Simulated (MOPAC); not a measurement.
## Geometry relaxation, with input and output: CH₅AlO (charge +1) (part 2 of 3)

The same run, continued: CH₅AlO, charge +1, multiplicity 2; PM6-D3, unrestricted, dispersion D3 (MOPAC 23.2.5). The starting geometry was optimised with PM6-D3.

Geometry of the input (Å):
```
C  -0.7709  0.9902  -0.0795
Al 0.5882  -0.3796  -0.2542
O  0.5202  -1.6769  0.9178
H  -0.3051  1.9485  0.1601
H  -1.4599  0.7159  0.7248
H  -1.3272  1.0881  -1.0138
H  1.7089  -0.4061  -1.3375
H  1.2279  -2.3460  0.7893
```

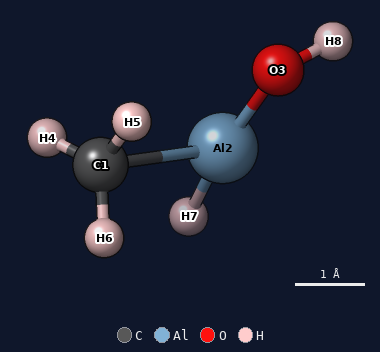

Fig. 1: The geometry at step 22 of the log (ball-and-stick view, seen at a tilt; atoms are numbered from 1 in the order of the input).

Trajectory as extended XYZ, continued:
```
8
Properties=species:S:1:pos:R:3:forces:R:3 step=6 energy=7.52601
C    -0.9199    1.1573   -0.0345   -0.4791  -1.1973  -0.6783
Al    0.7320   -0.5481   -0.2958    0.6971   0.3392  -0.7710
O     0.4692   -1.6435    0.9241   -0.2390  -0.2928   0.4857
H    -0.2814    1.9563    0.1595    0.5983   0.7809   0.3809
H    -1.4507    0.6314    0.7642    0.1458   0.1287  -0.0923
H    -1.3109    1.0901   -1.0597    0.0242  -0.0307   0.3310
H     1.6622   -0.1442   -1.4865   -0.5621   0.2061   0.2767
H     1.1991   -2.3711    0.9802   -0.1853   0.0659   0.0673
8
Properties=species:S:1:pos:R:3:forces:R:3 step=7 energy=7.45652
C    -0.9246    1.1358   -0.0275    0.1856  -0.0703  -0.6666
Al    0.7593   -0.5670   -0.3176    0.4742   0.2515  -0.4434
O     0.4470   -1.6281    0.9271    0.0096  -0.2184   0.2164
H    -0.2719    1.9762    0.1894   -0.0554  -0.1503   0.1097
H    -1.4471    0.6345    0.7812    0.0832  -0.0099  -0.1103
H    -1.3110    1.1001   -1.0636    0.1178  -0.1214   0.6003
H     1.6351   -0.0760   -1.5154   -0.4993   0.0716   0.3105
H     1.1765   -2.3615    1.0425   -0.3157   0.2472  -0.0166
8
Properties=species:S:1:pos:R:3:forces:R:3 step=8 energy=7.40924
C    -0.9199    1.1234   -0.0255    0.2730   0.1756  -0.2356
Al    0.7832   -0.5843   -0.3387    0.1603   0.0348   0.1036
O     0.4288   -1.6153    0.9281    0.0459   0.0698  -0.1035
H    -0.2742    1.9677    0.2112   -0.0534  -0.2269   0.0319
H    -1.4436    0.6346    0.7839    0.0530  -0.1195  -0.0439
H    -1.3139    1.0998   -1.0382    0.0288  -0.1553   0.1838
H     1.5994   -0.0103   -1.5245   -0.2926   0.0527   0.1067
H     1.1469   -2.3372    1.1000   -0.2150   0.1686  -0.0430
8
Properties=species:S:1:pos:R:3:forces:R:3 step=9 energy=7.38538
C    -0.9117    1.1144   -0.0230    0.1097   0.1001   0.0784
Al    0.8053   -0.6017   -0.3530    0.0919   0.1237   0.1310
O     0.4116   -1.6006    0.9243    0.0072   0.1254  -0.1461
H    -0.2759    1.9516    0.2289    0.0760  -0.0990   0.0084
H    -1.4387    0.6274    0.7863    0.0806  -0.1436  -0.0517
H    -1.3177    1.0916   -1.0178   -0.0131  -0.1412  -0.0905
H     1.5573    0.0570   -1.5372   -0.2383  -0.0489   0.1218
H     1.1149   -2.3106    1.1533   -0.1141   0.0834  -0.0513
8
Properties=species:S:1:pos:R:3:forces:R:3 step=10 energy=7.37620
C    -0.9036    1.1089   -0.0213   -0.0830  -0.0361   0.1424
Al    0.8154   -0.6080   -0.3596   -0.0995   0.0615   0.3493
O     0.4031   -1.5894    0.9196   -0.1041   0.1345  -0.0816
H    -0.2725    1.9403    0.2395    0.1351  -0.0153  -0.0158
H    -1.4331    0.6166    0.7878    0.1258  -0.1072  -0.0914
H    -1.3209    1.0771   -1.0117    0.0370  -0.0940  -0.0822
H     1.5261    0.0812   -1.5279   -0.0017   0.1016  -0.2145
H     1.0946   -2.2914    1.1721   -0.0096  -0.0451  -0.0062
8
Properties=species:S:1:pos:R:3:forces:R:3 step=11 energy=7.36900
C    -0.8957    1.1002   -0.0155   -0.1156  -0.0458   0.0194
Al    0.8319   -0.6157   -0.3631    0.0422   0.3538  -0.0679
O     0.3873   -1.5768    0.9138   -0.0985   0.0295   0.0134
H    -0.2646    1.9264    0.2473    0.1599   0.0438  -0.0160
H    -1.4227    0.6002    0.7808    0.0593  -0.1611   0.0750
H    -1.3216    1.0604   -1.0011    0.0601  -0.0396  -0.1158
H     1.4854    0.1287   -1.5520   -0.1205  -0.1271   0.0977
H     1.0673   -2.2721    1.2064    0.0130  -0.0536  -0.0058
8
Properties=species:S:1:pos:R:3:forces:R:3 step=12 energy=7.36212
C    -0.8931    1.0974   -0.0156   -0.1043  -0.0734  -0.0025
Al    0.8297   -0.6079   -0.3587   -0.0019   0.2813  -0.0247
O     0.3857   -1.5761    0.9121   -0.0916  -0.0057   0.0631
H    -0.2576    1.9246    0.2428    0.1087   0.0103  -0.0159
H    -1.4176    0.5909    0.7818    0.0795  -0.1081   0.0416
H    -1.3193    1.0527   -1.0038    0.0701  -0.0205  -0.0569
H     1.4803    0.1168   -1.5537   -0.0551  -0.0445  -0.0003
H     1.0669   -2.2748    1.1984   -0.0055  -0.0394  -0.0044
8
Properties=species:S:1:pos:R:3:forces:R:3 step=13 energy=7.34929
C    -0.8724    1.0706   -0.0145   -0.0297  -0.0807  -0.0802
Al    0.8274   -0.5664   -0.3374   -0.1073   0.0226  -0.0556
O     0.3655   -1.5671    0.9037    0.0390  -0.0528   0.1508
H    -0.2167    1.9017    0.2226   -0.1111  -0.1066  -0.0036
H    -1.3807    0.5350    0.7846    0.1084   0.0658  -0.0064
H    -1.3047    1.0073   -1.0082    0.0644   0.0668   0.0900
H     1.4306    0.0858   -1.5884    0.1013   0.0765  -0.0935
H     1.0454   -2.2776    1.1747   -0.0650   0.0085  -0.0015
8
Properties=species:S:1:pos:R:3:forces:R:3 step=14 energy=7.34692
C    -0.8750    1.0725   -0.0163   -0.0158  -0.0394  -0.0362
Al    0.8245   -0.5696   -0.3397   -0.0904   0.0208  -0.0218
O     0.3702   -1.5701    0.9072    0.0181   0.0237   0.0638
H    -0.2244    1.9031    0.2252   -0.0412  -0.0579  -0.0006
H    -1.3847    0.5464    0.7846    0.0802  -0.0081   0.0187
H    -1.3052    1.0184   -1.0075    0.0293   0.0321   0.0120
H     1.4439    0.0858   -1.5846    0.0560   0.0471  -0.0453
H     1.0501   -2.2798    1.1722   -0.0361  -0.0183   0.0093
8
Properties=species:S:1:pos:R:3:forces:R:3 step=15 energy=7.34563
C    -0.8738    1.0690   -0.0178   -0.0295  -0.0259   0.0145
Al    0.8226   -0.5679   -0.3406   -0.0702  -0.0127  -0.0138
O     0.3702   -1.5690    0.9090    0.0436   0.0498   0.0213
H    -0.2258    1.8984    0.2270    0.0034  -0.0116   0.0042
H    -1.3813    0.5466    0.7876    0.0646  -0.0290  -0.0070
H    -1.3032    1.0228   -1.0082    0.0066   0.0045  -0.0147
H     1.4466    0.0879   -1.5863    0.0294   0.0167   0.0060
H     1.0484   -2.2824    1.1722   -0.0479   0.0082  -0.0105
8
Properties=species:S:1:pos:R:3:forces:R:3 step=16 energy=7.34453
C    -0.8711    1.0632   -0.0193   -0.0109   0.0182   0.0315
Al    0.8196   -0.5647   -0.3408   -0.0432  -0.0341  -0.0251
O     0.3700   -1.5657    0.9115    0.0265   0.0916  -0.0140
H    -0.2241    1.8916    0.2302    0.0233   0.0185  -0.0009
H    -1.3736    0.5414    0.7882    0.0225  -0.0619   0.0041
H    -1.2998    1.0243   -1.0096   -0.0138  -0.0100  -0.0310
H     1.4468    0.0896   -1.5877    0.0161  -0.0021   0.0343
H     1.0428   -2.2835    1.1674   -0.0205  -0.0202   0.0012
8
Properties=species:S:1:pos:R:3:forces:R:3 step=17 energy=7.34336
C    -0.8691    1.0578   -0.0197   -0.0068   0.0188   0.0392
Al    0.8180   -0.5642   -0.3438   -0.0268  -0.0543  -0.0008
O     0.3687   -1.5587    0.9144    0.0454   0.0762  -0.0236
H    -0.2219    1.8839    0.2352    0.0296   0.0454  -0.0048
H    -1.3646    0.5309    0.7897   -0.0009  -0.0613  -0.0202
H    -1.2960    1.0252   -1.0117   -0.0237  -0.0143  -0.0052
H     1.4461    0.0973   -1.5866    0.0177  -0.0155   0.0302
H     1.0343   -2.2858    1.1668   -0.0345   0.0050  -0.0149
8
Properties=species:S:1:pos:R:3:forces:R:3 step=18 energy=7.34204
C    -0.8669    1.0528   -0.0197    0.0325   0.0282   0.0259
Al    0.8143   -0.5641   -0.3469    0.0086  -0.0384  -0.0057
O     0.3691   -1.5496    0.9190    0.0277   0.0525  -0.0098
H    -0.2184    1.8773    0.2408    0.0076   0.0485  -0.0084
H    -1.3538    0.5143    0.7869   -0.0348  -0.0548  -0.0105
H    -1.2915    1.0260   -1.0133   -0.0375  -0.0053   0.0077
H     1.4483    0.1034   -1.5828    0.0209  -0.0211   0.0086
H     1.0239   -2.2890    1.1597   -0.0249  -0.0096  -0.0078
8
Properties=species:S:1:pos:R:3:forces:R:3 step=19 energy=7.34108
C    -0.8664    1.0518   -0.0191    0.0491   0.0123   0.0064
Al    0.8114   -0.5658   -0.3499    0.0343  -0.0097   0.0078
O     0.3708   -1.5433    0.9231    0.0202   0.0114  -0.0009
H    -0.2179    1.8767    0.2441   -0.0216   0.0341  -0.0063
H    -1.3495    0.5017    0.7830   -0.0267  -0.0327  -0.0098
H    -1.2900    1.0281   -1.0138   -0.0427   0.0097   0.0215
H     1.4544    0.1059   -1.5778    0.0185  -0.0201  -0.0147
H     1.0182   -2.2933    1.1530   -0.0311  -0.0050  -0.0041
8
Properties=species:S:1:pos:R:3:forces:R:3 step=20 energy=7.34049
C    -0.8656    1.0520   -0.0185    0.0399   0.0020  -0.0047
Al    0.8094   -0.5668   -0.3512    0.0505   0.0129  -0.0030
O     0.3724   -1.5400    0.9256    0.0126  -0.0046   0.0174
H    -0.2190    1.8793    0.2449   -0.0362   0.0077   0.0038
H    -1.3488    0.4930    0.7782   -0.0104  -0.0071  -0.0003
H    -1.2911    1.0303   -1.0124   -0.0369   0.0182   0.0110
H     1.4599    0.1045   -1.5752    0.0132  -0.0192  -0.0241
H     1.0150   -2.2966    1.1476   -0.0326  -0.0099  -0.0002
8
Properties=species:S:1:pos:R:3:forces:R:3 step=21 energy=7.34001
C    -0.8647    1.0518   -0.0180    0.0106  -0.0036  -0.0165
Al    0.8079   -0.5681   -0.3533    0.0640   0.0253   0.0166
O     0.3743   -1.5361    0.9291    0.0124  -0.0120  -0.0033
H    -0.2221    1.8820    0.2478   -0.0420  -0.0129   0.0084
H    -1.3484    0.4840    0.7733    0.0153   0.0092   0.0050
H    -1.2934    1.0346   -1.0109   -0.0253   0.0236   0.0086
H     1.4667    0.1025   -1.5737    0.0004  -0.0237  -0.0226
H     1.0105   -2.3011    1.1419   -0.0354  -0.0059   0.0039
8
Properties=species:S:1:pos:R:3:forces:R:3 step=22 energy=7.33959
C    -0.8638    1.0514   -0.0178   -0.0186  -0.0015  -0.0136
Al    0.8086   -0.5678   -0.3535    0.0637   0.0205   0.0138
O     0.3746   -1.5348    0.9299    0.0108  -0.0004  -0.0070
H    -0.2247    1.8837    0.2494   -0.0345  -0.0218   0.0111
H    -1.3487    0.4801    0.7709    0.0283   0.0138   0.0087
H    -1.2963    1.0370   -1.0091   -0.0136   0.0225  -0.0016
H     1.4680    0.0991   -1.5761   -0.0045  -0.0255  -0.0135
H     1.0070   -2.3030    1.1407   -0.0315  -0.0076   0.0021
8
Properties=species:S:1:pos:R:3:forces:R:3 step=23 energy=7.33842
C    -0.8613    1.0475   -0.0174   -0.1222   0.0003  -0.0012
Al    0.8135   -0.5664   -0.3557    0.0481  -0.0136   0.0345
O     0.3749   -1.5252    0.9349    0.0248   0.0324  -0.0536
H    -0.2360    1.8857    0.2608   -0.0004  -0.0341   0.0080
H    -1.3436    0.4581    0.7621    0.0696   0.0234   0.0027
H    -1.3082    1.0501   -1.0028    0.0265   0.0157  -0.0086
H     1.4728    0.0847   -1.5891   -0.0238  -0.0336   0.0284
H     0.9852   -2.3134    1.1345   -0.0227   0.0096  -0.0102
8
Properties=species:S:1:pos:R:3:forces:R:3 step=24 energy=7.33778
C    -0.8624    1.0468   -0.0175   -0.0999   0.0008   0.0050
Al    0.8156   -0.5658   -0.3552    0.0442  -0.0172   0.0178
O     0.3746   -1.5233    0.9349    0.0125   0.0387  -0.0414
H    -0.2372    1.8838    0.2630    0.0053  -0.0206   0.0063
H    -1.3401    0.4547    0.7619    0.0485   0.0152   0.0057
H    -1.3097    1.0526   -1.0022    0.0215   0.0103  -0.0134
H     1.4713    0.0807   -1.5927   -0.0185  -0.0271   0.0277
H     0.9797   -2.3148    1.1335   -0.0136  -0.0003  -0.0077
8
Properties=species:S:1:pos:R:3:forces:R:3 step=25 energy=7.33687
C    -0.8703    1.0439   -0.0161    0.0215  -0.0161   0.0213
Al    0.8298   -0.5680   -0.3579   -0.0309  -0.0192   0.0098
O     0.3723   -1.5081    0.9372    0.0153   0.0048   0.0035
H    -0.2452    1.8744    0.2786    0.0091   0.0224  -0.0121
H    -1.3213    0.4309    0.7611   -0.0250  -0.0029  -0.0198
H    -1.3178    1.0689   -0.9994   -0.0032  -0.0100   0.0178
H     1.4657    0.0673   -1.6081    0.0179   0.0047  -0.0030
H     0.9462   -2.3238    1.1310   -0.0046   0.0162  -0.0175
8
Properties=species:S:1:pos:R:3:forces:R:3 step=26 energy=7.33656
C    -0.8682    1.0445   -0.0165   -0.0021   0.0003   0.0021
Al    0.8244   -0.5671   -0.3571    0.0020  -0.0050  -0.0013
O     0.3743   -1.5110    0.9380    0.0070   0.0043   0.0012
H    -0.2437    1.8778    0.2744    0.0035   0.0024  -0.0030
H    -1.3257    0.4344    0.7591   -0.0053  -0.0038   0.0007
H    -1.3158    1.0663   -0.9999   -0.0026  -0.0008   0.0046
H     1.4711    0.0676   -1.6028    0.0037   0.0002   0.0012
H     0.9542   -2.3235    1.1264   -0.0063   0.0023  -0.0054
8
Properties=species:S:1:pos:R:3:forces:R:3 step=27 energy=7.33655
C    -0.8680    1.0438   -0.0163   -0.0091  -0.0023   0.0038
Al    0.8245   -0.5672   -0.3578    0.0072  -0.0015  -0.0034
O     0.3750   -1.5081    0.9398    0.0092  -0.0020  -0.0021
H    -0.2454    1.8779    0.2765    0.0032  -0.0035  -0.0002
H    -1.3237    0.4283    0.7568   -0.0030   0.0084  -0.0010
H    -1.3174    1.0693   -0.9988    0.0014  -0.0039   0.0021
H     1.4736    0.0649   -1.6037    0.0002  -0.0001   0.0028
H     0.9492   -2.3262    1.1226   -0.0092   0.0049  -0.0022
8
Properties=species:S:1:pos:R:3:forces:R:3 step=28 energy=7.33654
C    -0.8685    1.0442   -0.0162   -0.0031  -0.0018   0.0018
Al    0.8250   -0.5678   -0.3579    0.0025   0.0010  -0.0010
O     0.3749   -1.5086    0.9394    0.0034   0.0057  -0.0022
H    -0.2454    1.8780    0.2762    0.0033  -0.0016  -0.0007
H    -1.3244    0.4300    0.7573   -0.0047   0.0027   0.0020
H    -1.3174    1.0690   -0.9988   -0.0001  -0.0032   0.0011
H     1.4730    0.0658   -1.6034    0.0026   0.0010  -0.0008
H     0.9496   -2.3253    1.1237   -0.0039  -0.0038  -0.0002
8
Properties=species:S:1:pos:R:3:forces:R:3 step=29 energy=7.33653
C    -0.8688    1.0441   -0.0160   -0.0005  -0.0013   0.0013
Al    0.8255   -0.5681   -0.3582    0.0008   0.0026  -0.0004
O     0.3748   -1.5081    0.9394    0.0025   0.0040  -0.0005
H    -0.2455    1.8777    0.2765    0.0038  -0.0012  -0.0004
H    -1.3243    0.4298    0.7574   -0.0066   0.0019   0.0032
H    -1.3177    1.0691   -0.9986   -0.0003  -0.0042   0.0001
H     1.4729    0.0662   -1.6035    0.0038   0.0012  -0.0025
H     0.9486   -2.3254    1.1240   -0.0036  -0.0031  -0.0009
8
Properties=species:S:1:pos:R:3:forces:R:3 step=30 energy=7.33652
C    -0.8695    1.0438   -0.0154    0.0073   0.0004  -0.0004
Al    0.8269   -0.5688   -0.3588   -0.0046   0.0083   0.0005
O     0.3745   -1.5070    0.9391    0.0032  -0.0044   0.0056
H    -0.2451    1.8768    0.2762    0.0035  -0.0006   0.0007
H    -1.3252    0.4308    0.7585   -0.0085  -0.0012   0.0047
H    -1.3178    1.0682   -0.9980   -0.0030  -0.0054  -0.0014
H     1.4726    0.0676   -1.6036    0.0064   0.0006  -0.0052
H     0.9462   -2.3258    1.1248   -0.0044   0.0021  -0.0045
8
Properties=species:S:1:pos:R:3:forces:R:3 step=31 energy=7.33649
C    -0.8696    1.0435   -0.0152    0.0078   0.0015  -0.0004
Al    0.8269   -0.5686   -0.3588   -0.0025   0.0079  -0.0011
O     0.3746   -1.5065    0.9393    0.0025  -0.0037   0.0050
H    -0.2446    1.8764    0.2758    0.0023  -0.0014   0.0011
H    -1.3257    0.4311    0.7589   -0.0074  -0.0007   0.0045
H    -1.3179    1.0675   -0.9979   -0.0036  -0.0054  -0.0017
H     1.4734    0.0672   -1.6037    0.0055   0.0004  -0.0042
H     0.9451   -2.3265    1.1236   -0.0047   0.0014  -0.0032
8
Properties=species:S:1:pos:R:3:forces:R:3 step=32 energy=7.33666
C    -0.8733    1.0335   -0.0092    0.0149   0.0152   0.0029
Al    0.8344   -0.5649   -0.3624   -0.0025   0.0154  -0.0130
O     0.3763   -1.4883    0.9446    0.0256  -0.0440  -0.0088
H    -0.2343    1.8616    0.2691   -0.0171  -0.0238   0.0115
H    -1.3395    0.4366    0.7717    0.0176   0.0178  -0.0085
H    -1.3223    1.0485   -0.9915   -0.0098  -0.0080  -0.0063
H     1.4910    0.0589   -1.6091   -0.0062  -0.0082   0.0166
H     0.9029   -2.3468    1.0931   -0.0224   0.0356   0.0056
8
Properties=species:S:1:pos:R:3:forces:R:3 step=33 energy=7.33634
C    -0.8709    1.0392   -0.0128    0.0031   0.0041   0.0013
Al    0.8300   -0.5666   -0.3601   -0.0021   0.0075  -0.0065
O     0.3753   -1.4994    0.9411   -0.0027   0.0004  -0.0012
H    -0.2396    1.8695    0.2727   -0.0006  -0.0044   0.0030
H    -1.3323    0.4354    0.7651    0.0016   0.0029   0.0013
H    -1.3197    1.0579   -0.9953   -0.0033  -0.0046  -0.0032
H     1.4806    0.0637   -1.6059    0.0027  -0.0011   0.0018
H     0.9274   -2.3345    1.1109    0.0012  -0.0047   0.0035
8
Properties=species:S:1:pos:R:3:forces:R:3 step=34 energy=7.33632
C    -0.8710    1.0386   -0.0125    0.0022   0.0034   0.0010
Al    0.8301   -0.5661   -0.3602   -0.0022   0.0023  -0.0027
O     0.3754   -1.4988    0.9411   -0.0006  -0.0031   0.0001
H    -0.2385    1.8682    0.2721   -0.0007  -0.0010   0.0022
H    -1.3336    0.4372    0.7665    0.0023   0.0004   0.0012
H    -1.3196    1.0556   -0.9952   -0.0033  -0.0034  -0.0021
H     1.4816    0.0635   -1.6058    0.0036  -0.0001  -0.0001
H     0.9257   -2.3356    1.1098   -0.0013   0.0015   0.0003
8
Properties=species:S:1:pos:R:3:forces:R:3 step=35 energy=7.33632
C    -0.8711    1.0383   -0.0123   -0.0002   0.0005   0.0017
Al    0.8301   -0.5658   -0.3604   -0.0016  -0.0005   0.0004
O     0.3756   -1.4982    0.9413   -0.0011  -0.0015  -0.0030
H    -0.2379    1.8675    0.2721   -0.0008   0.0003   0.0006
H    -1.3343    0.4380    0.7672    0.0028   0.0006   0.0000
H    -1.3197    1.0543   -0.9952   -0.0013  -0.0018   0.0001
H     1.4828    0.0631   -1.6057    0.0028   0.0000  -0.0001
H     0.9242   -2.3365    1.1085   -0.0007   0.0024   0.0003
8
Properties=species:S:1:pos:R:3:forces:R:3 step=36 energy=7.33631
C    -0.8710    1.0384   -0.0124   -0.0009  -0.0006   0.0014
Al    0.8299   -0.5658   -0.3604   -0.0005  -0.0012   0.0009
O     0.3756   -1.4986    0.9412   -0.0025  -0.0005  -0.0029
H    -0.2379    1.8676    0.2721   -0.0002   0.0009  -0.0004
H    -1.3342    0.4383    0.7672    0.0017   0.0002   0.0005
H    -1.3197    1.0541   -0.9954   -0.0004  -0.0010   0.0010
H     1.4828    0.0632   -1.6055    0.0026   0.0002  -0.0005
H     0.9249   -2.3362    1.1090    0.0001   0.0020  -0.0002
8
Properties=species:S:1:pos:R:3:forces:R:3 step=37 energy=7.33631
C    -0.8709    1.0388   -0.0124   -0.0010  -0.0025   0.0001
Al    0.8295   -0.5658   -0.3603    0.0017  -0.0020   0.0011
O     0.3755   -1.4995    0.9407   -0.0060   0.0029  -0.0015
H    -0.2377    1.8680    0.2717   -0.0004   0.0024  -0.0020
H    -1.3344    0.4397    0.7677    0.0011  -0.0018   0.0015
H    -1.3193    1.0531   -0.9956    0.0005   0.0010   0.0030
H     1.4830    0.0637   -1.6048    0.0021   0.0002  -0.0008
H     0.9268   -2.3352    1.1102    0.0020  -0.0002  -0.0013
8
Properties=species:S:1:pos:R:3:forces:R:3 step=38 energy=7.33631
C    -0.8709    1.0387   -0.0124   -0.0005  -0.0013   0.0004
Al    0.8296   -0.5658   -0.3603    0.0014  -0.0013   0.0002
O     0.3754   -1.4993    0.9407   -0.0051   0.0020  -0.0016
H    -0.2379    1.8680    0.2717   -0.0005   0.0013  -0.0009
H    -1.3342    0.4392    0.7676    0.0007  -0.0004   0.0015
H    -1.3195    1.0534   -0.9955    0.0003  -0.0004   0.0016
H     1.4830    0.0635   -1.6050    0.0022   0.0001  -0.0005
H     0.9265   -2.3352    1.1101    0.0013   0.0000  -0.0007
```
